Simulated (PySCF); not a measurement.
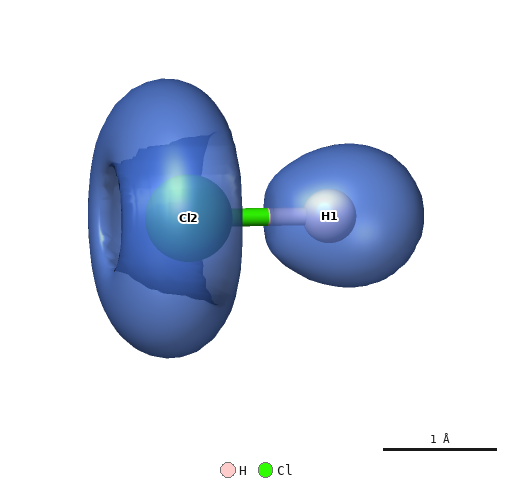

HCl. Isosurface of the electron localisation function at 0.85 (blue), seen from one side. Core shells and regions of very low density are left out.

Theory: PySCF, PBE0/pcseg-2, non-relativistic, at a bond length of 1.280 Å.

Describe the localisation domains.

Answer. The surface consists of one region around a hydrogen nucleus and one ring or bowl of non-bonding electrons around Cl.

Values along the shortest contacts:
Cl–H (1.28 Å): the ELF climbs to about 1 towards the hydrogen, as it does in any bond to H.
